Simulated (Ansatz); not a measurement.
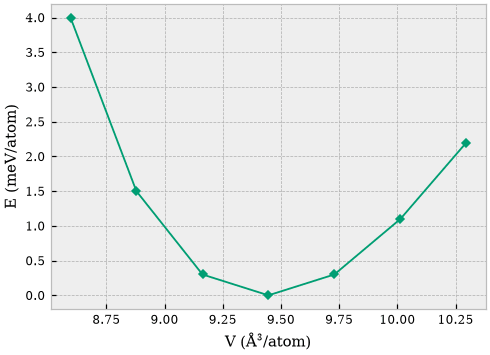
C in space group R-3c (No. 167; C on 36f) under volume change, plane-wave PAW r²SCAN (Ansatz code), shape and atoms relaxed at each volume.

What does a third-order Birch–Murnaghan fit give for V₀, B₀ and B′?

V₀ = 9.43 Å³/atom, B₀ = 12.8 GPa, B′ = 10.4.

The start of the workflow was typed in or built on a structure type; neither database checked (COD, Materials Project) lists it. It is not the phase usual at ambient conditions (space group No. 194, 227). Symmetry was held in the r²SCAN relaxation; its stability against distortions is not shown here. The volume moved by 124 % from the start of the relaxation.

Potentials: the later of the program's two PAW sets.
